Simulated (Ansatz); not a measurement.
```xyz
5

Ge    0.2135    0.0000    0.0186
Cl    0.8799    0.0000    2.1069
H     1.6931    0.0000   -0.3728
H    -0.5777    1.2742   -0.2994
H    -0.5777   -1.2742   -0.2994
```

Not at a stationary point (largest force 1.0 eV/Å).

The calculation used Ansatz 0.2.0, RKS r2SCAN-D4/def2-SVP.

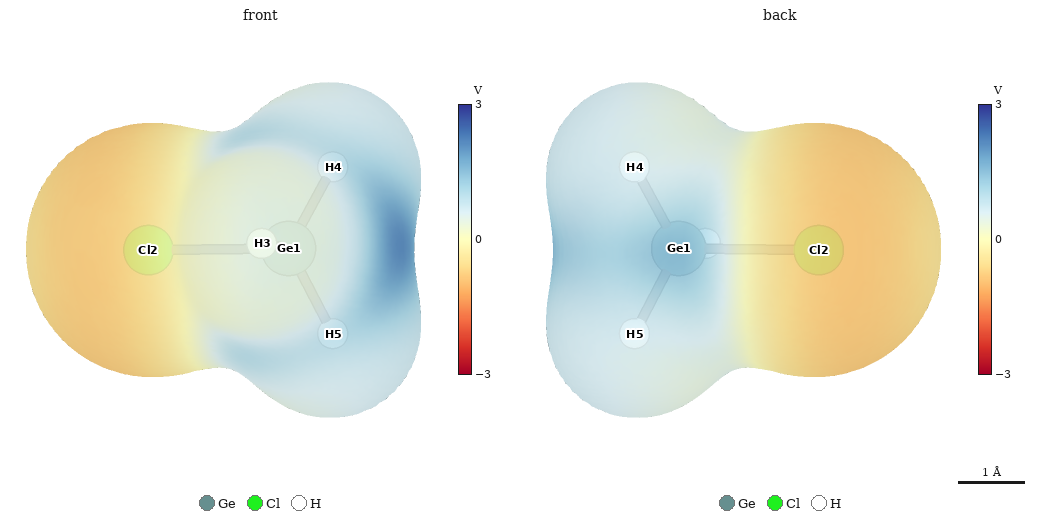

ClGeH3. The electrostatic potential painted on the density surface at 0.002 e/bohr³, seen from the front and from behind; red is negative and blue positive.

Which sites attract a positive test charge, and which a negative one?

Answer. A positive charge is drawn to the negative regions and a negative charge to the positive ones. The most negative region (about −0.9 V) lies over Cl2, the most positive (about +2.1 V) over Ge1.
